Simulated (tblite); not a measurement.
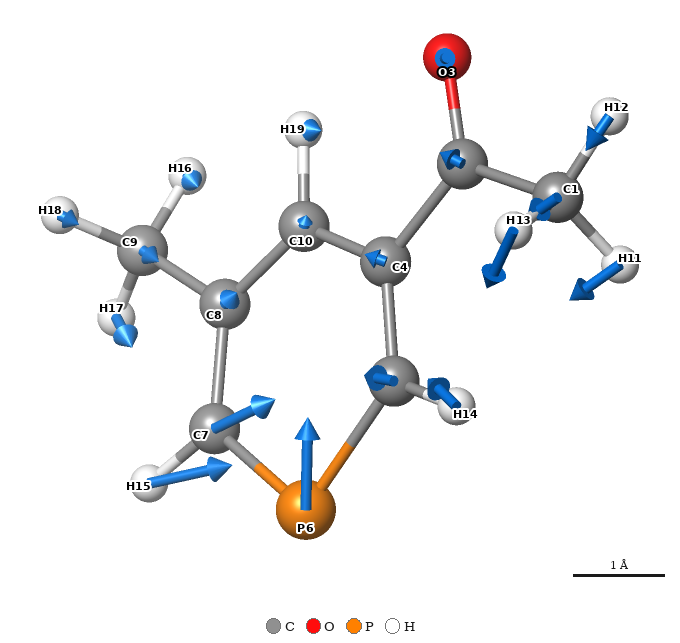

A relaxation of C8H9OP. The starting structure is drawn; blue arrows show the displacements, 10 times their true length. The two geometries are superimposed by the best rigid fit.

Style: ball-and-stick. Shown from a free direction.

Level of theory: GFN2-xTB geometry optimisation, gas phase in tblite. 

**Describe the change and its energy.**

The energy falls by 8.71 kcal/mol in 35 geometry steps. The largest moves after the best rigid fit, 0.10 Å, are those of P and H atoms. Largest moves by element: H 0.10 Å, P 0.10 Å, C 0.09 Å, O 0.03 Å. Some distances before and after: C–P 1.844 → 1.731 Å, C–C 1.416 → 1.394 Å, C–H 1.099 → 1.081 Å, C–C 1.400 → 1.384 Å. Bond angles that change, for instance: H–C–H 112.0° → 108.8°, C–C–H 121.9° → 119.3°, H–C–H 106.8° → 109.1°. The run took 0.23 s on 1 thread of Arm Neoverse V2, on a shared host.
